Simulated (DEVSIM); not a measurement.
System: TaN/SiO2/n-Ge capacitor, at 300 K.

```
layer (left to right)  material  thickness (nm)  Nd (cm⁻³)
---------------------  --------  --------------  ---------
1                          SiO2            1.00          -
2                            Ge            2200     7.1e16
```

Metal gate on the left, work function 4.4 eV. Fixed charge at the semiconductor interface 1.9e12 cm⁻² (in units of +e); no interface traps.

This is a model device: material constants are rounded textbook-type values typed into the input, and sizes, dopings and lifetimes were drawn at random. Values at 300 K.

```
parameter      SiO2       Ge
-------------  ----  -------
gap (eV)          9    0.664
affinity (eV)   0.9        4
permittivity    3.9       16
Nc (cm⁻³)         -  1.04e19
Nv (cm⁻³)         -     6e18
```

Simulated with DEVSIM: 1D Poisson equation in equilibrium, Boltzmann statistics, complete ionisation; no quantum confinement or tunnelling. Metal contacts follow the ideal Schottky-Mott rule: no Fermi-level pinning, no interface dipoles.

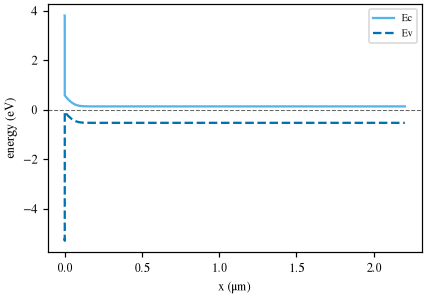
Figure. Band edges at -0.3 V on the gate

Energies count from the Fermi level of the right contact; mesh points crowd at the junctions.

```
x (μm)     Ec (eV)  Ev (eV)  n (cm⁻³)  p (cm⁻³)  field (V/cm)
---------  -------  -------  --------  --------  ------------
0.000        3.800   -5.200     < 1e2     < 1e2      -1200000
0.0005000    3.738   -5.262     < 1e2     < 1e2      -1200000
0.001040     0.576   -0.088     2.2e9    2.0e17        -89000
0.002125     0.567   -0.097     3.1e9    1.4e17        -86000
0.005353     0.540   -0.124     8.9e9    4.9e16        -80000
0.01033      0.501   -0.163    4.0e10    1.1e16        -75000
0.01981      0.434   -0.230    5.3e11    8.2e14        -67000
0.04801      0.277   -0.387    2.3e14    1.9e12        -44000
0.09150      0.156   -0.508    2.4e16    1.8e10        -13000
0.1803       0.129   -0.535    7.0e16     6.2e9          -130
0.3432       0.129   -0.535    7.1e16     6.2e9           ≈ 0
0.8281       0.129   -0.535    7.1e16     6.2e9           ≈ 0
1.417        0.129   -0.535    7.1e16     6.2e9           ≈ 0
1.790        0.129   -0.535    7.1e16     6.2e9           ≈ 0
2.031        0.129   -0.535    7.1e16     6.2e9           ≈ 0
2.112        0.129   -0.535    7.1e16     6.2e9           ≈ 0
2.156        0.129   -0.535    7.1e16     6.2e9           ≈ 0
2.178        0.129   -0.535    7.1e16     6.2e9           ≈ 0
2.192        0.129   -0.535    7.1e16     6.2e9           ≈ 0
2.197        0.129   -0.535    7.1e16     6.2e9           ≈ 0
2.199        0.129   -0.535    7.1e16     6.2e9           ≈ 0
2.201        0.129   -0.535    7.1e16     6.2e9           ≈ 0
```
